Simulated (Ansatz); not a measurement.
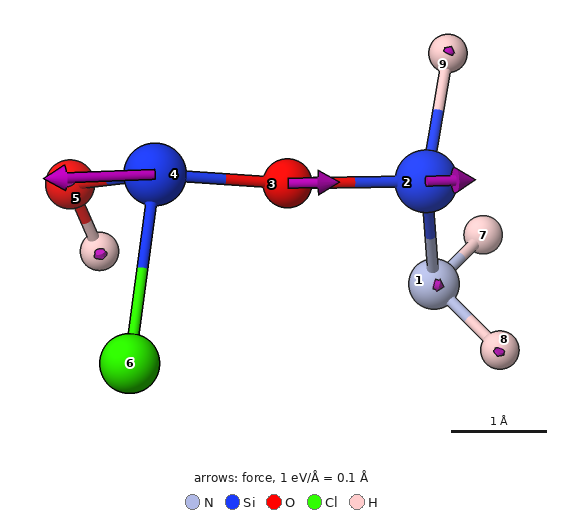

Starting geometry of Si₂NH₄O₂Cl with the computed forces as purple arrows. The picture is a ball-and-stick view, seen at a tilt.

The run prepares an end point of a later path (inversion) calculation, from a guessed geometry.

These are results of RKS PBE/def2-SVP (Ansatz 0.2.0), not measurements. Settings: no spin polarisation; force threshold 0.015 eV/Å; at most 40 steps.

**Is this structure relaxed? If not, where do the atoms go?**

It isn't relaxed: the largest force vector, on a Si atom, is 12.08 eV/Å. The final displacements have little in common with the starting forces (cosine between the two patterns 0.04). The energy falls by 79.8 kcal/mol in 24 accepted moves (25 points after the start). The largest force component goes from 7.9 to 0.011 eV/Å. The line search rejected the trial step at point 16 of the run. The atom that moves furthest after the best rigid fit is an H atom (2.19 Å). Largest moves by element: H 2.19 Å, O 1.43 Å, Cl 0.78 Å, Si 0.63 Å, N 0.62 Å. Some distances before and after: O–Si 1.451 → 1.924 Å, O–Si 1.688 → 1.770 Å, O–Si 1.520 → 1.589 Å, N–Si 1.732 → 1.676 Å. Among the angles between lasting bonds that change: Si–O–Si 175.5° → 127.1°, Si–N–H 104.7° → 128.4°, N–Si–O 104.5° → 121.9°. Groups turn about O–Si by about 55°. Cost: 85 s on 2 threads of Arm Neoverse V1, on a shared host, peak memory 0.16 GiB.
